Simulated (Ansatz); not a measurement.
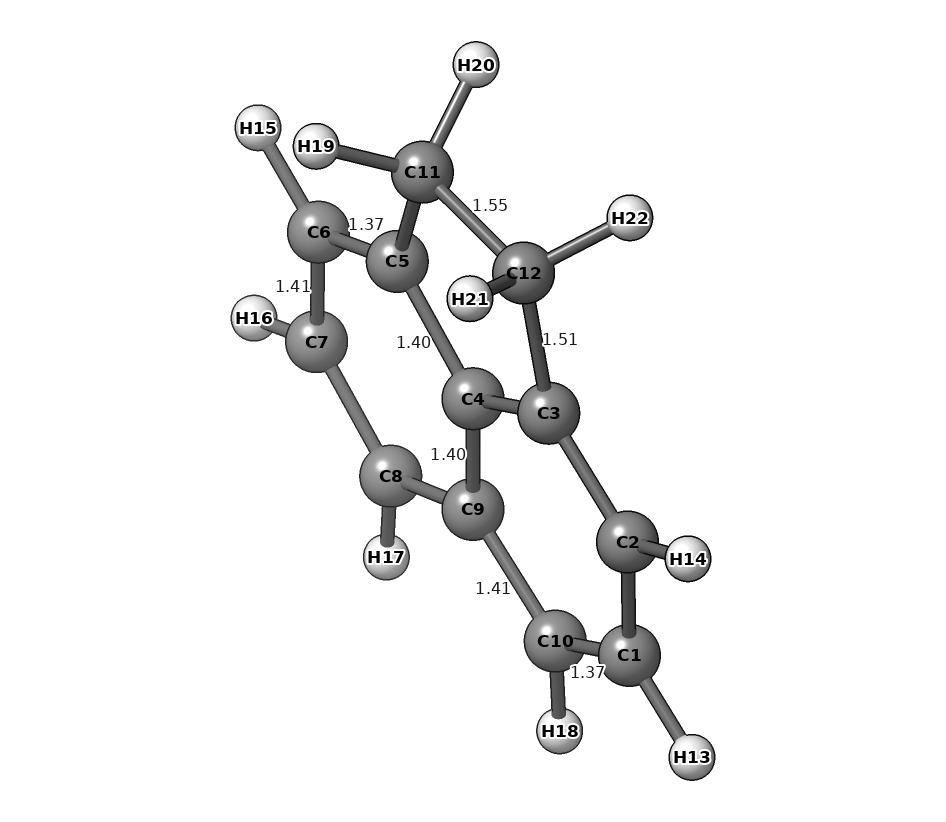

Bond lengths are marked in Å; every bond is drawn as one stick. Computed geometry: PBE0-D4/def2-TZVP optimisation. No frequency run is at hand to confirm it as a minimum.

Question: Which of the marked bonds are single, double, triple or aromatic?

Answer: C1–C10 aromatic; C3–C12 single; C4–C5 aromatic; C4–C9 aromatic; C5–C6 aromatic; C6–C7 aromatic; C9–C10 aromatic; C11–C12 single.

Question: Give the structure as SMILES.

Answer: c1cc2c3c(cccc3c1)CC2
